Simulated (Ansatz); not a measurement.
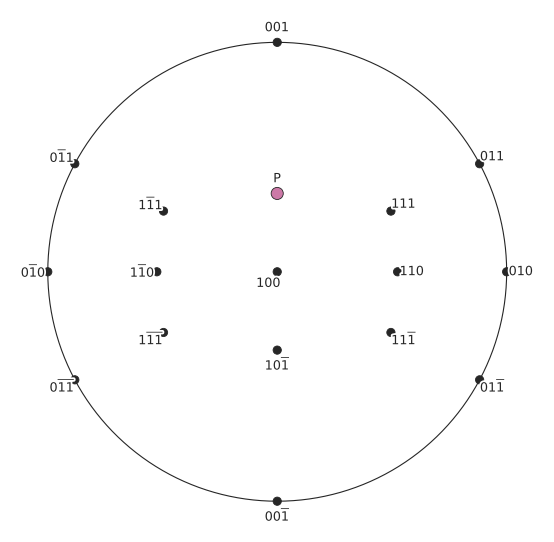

Stereographic projection of plane normals (upper hemisphere) centred on (1 0 0). Crystal: Br, the end point of a relaxation in a fixed cell with DFT PBE+D3(BJ), scalar-relativistic, plane waves, PAW in Ansatz 0.2.0. All values are computed from the atomic coordinates in the standard setting (tolerance 0.002 Å).

a = 6.726 Å, b = 4.645 Å, c = 8.702 Å, α = 90.00°, β = 90.00°, γ = 90.00°.

Q: Index the pole marked P.

A: P is (1 0 1), 37.7° from the centre.

Q: What is the angle between the normals of (1 −1 1) and (0 −1 1), and what are their d_hkl = 1/|g|?

A: 31.4°; d = 3.500 Å and 4.098 Å.
